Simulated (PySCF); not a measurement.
**[Na2F]+: a ladder of methods**

Aim: at the PBE0 minimum of singlet [Na2F]+, found before, compare methods on energies and levels.

The runs use PySCF 2.14.0; several methods, basis F def2-TZVP, Na def2-TZVP, no relativity, density fitting.

### Step 1. Where the work starts

3 atoms, charge 1, spin multiplicity 1.

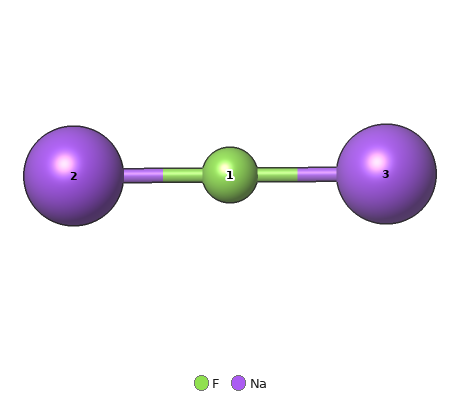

Start geometry, drawn with fluorine green, sodium purple; atoms are numbered from 1 in the order of the file.

```xyz
3
charge 1 multiplicity 1
F     0.0000    0.0000    0.0000
Na    0.0000    0.0000    2.0117
Na    0.0000    0.0000   -2.0117
```

### Step 2. PBE0

The steps are one call of a driver around PySCF; scf.py gives each level's set-up. Each SCF starts from the density of the minimum. The driver also runs the species with one electron less or more at the same geometry (one less: multiplicity 2, one more: multiplicity 2); their logs are not shown.

Contents of scf.py:

```python
from pyscf import gto, scf, dft
mol = gto.M(atom='''
F     -0.000000    -0.000000     0.000000
Na    -0.000000     0.000000     2.011746
Na     0.000000    -0.000000    -2.011746''',
    basis={'F': 'def2-TZVP', 'Na': 'def2-TZVP'},
    charge=1, spin=0)
mf = dft.RKS(mol, xc='PBE0')
mf.grids.atom_grid = (75, 302)
aux = {'F': 'def2-universal-JKFIT', 'Na': 'def2-universal-JKFIT'}
mf = mf.density_fit(auxbasis=aux)
mf.conv_tol = 1e-08
mf.diis_space = 10
mf.max_cycle = 60
mf.verbose = 4
mf.kernel()
```

On the command line:

```sh
OMP_NUM_THREADS=2 python axn.py task.json out
```

### Step 3. HF

Edit scf.py of step 2 so:

```diff
@@ -8,2 +8 @@
-mf = dft.RKS(mol, xc='PBE0')
-mf.grids.atom_grid = (75, 302)
+mf = scf.RHF(mol)
```

### Step 4. PBE

Edit scf.py of step 3 so:

```diff
@@ -8 +8,2 @@
-mf = scf.RHF(mol)
+mf = dft.RKS(mol, xc='PBE')
+mf.grids.atom_grid = (75, 302)
```

### Step 5. CCSD(T)

Edit scf.py of step 4 so:

```diff
@@ -8,2 +8 @@
-mf = dft.RKS(mol, xc='PBE')
-mf.grids.atom_grid = (75, 302)
+mf = scf.RHF(mol)
@@ -16,0 +16,3 @@
+from pyscf import cc
+mycc = cc.CCSD(mf, frozen=3).run()
+mycc.ccsd_t()
```

### Step 6. r2SCAN

Edit scf.py of step 5 so:

```diff
@@ -8 +8,2 @@
-mf = scf.RHF(mol)
+mf = dft.RKS(mol, xc='R2SCAN')
+mf.grids.atom_grid = (90, 434)
@@ -16,3 +16,0 @@
-from pyscf import cc
-mycc = cc.CCSD(mf, frozen=3).run()
-mycc.ccsd_t()
```

### Step 7. B3LYP

Edit scf.py of step 6 so:

```diff
@@ -8,2 +8,2 @@
-mf = dft.RKS(mol, xc='R2SCAN')
-mf.grids.atom_grid = (90, 434)
+mf = dft.RKS(mol, xc='B3LYP')
+mf.grids.atom_grid = (75, 302)
```

### Step 8. TPSSh

Edit scf.py of step 7 so:

```diff
@@ -8,2 +8,2 @@
-mf = dft.RKS(mol, xc='B3LYP')
-mf.grids.atom_grid = (75, 302)
+mf = dft.RKS(mol, xc='TPSSH')
+mf.grids.atom_grid = (90, 434)
```

(Steps that only read results are left out.)

**Question.** What will these runs give? Wanted: vertical ionisation energy, range; vertical electron affinity, range; orbital gap, range; T1, D1.

**Answer**, as computed:

```
                         quantity                         value
vertical ionisation energy, range  14.51 (HF) to 16.79 (PBE) eV
vertical electron affinity, range    3.22 (HF) to 3.99 (PBE) eV
               orbital gap, range   5.63 (PBE) to 14.78 (HF) eV
                           T1, D1                  0.009, 0.023
```

The vertical ionisation energy spreads over 2.28 eV, from HF to PBE; without a CCSD(T) value for it there is no yardstick here.
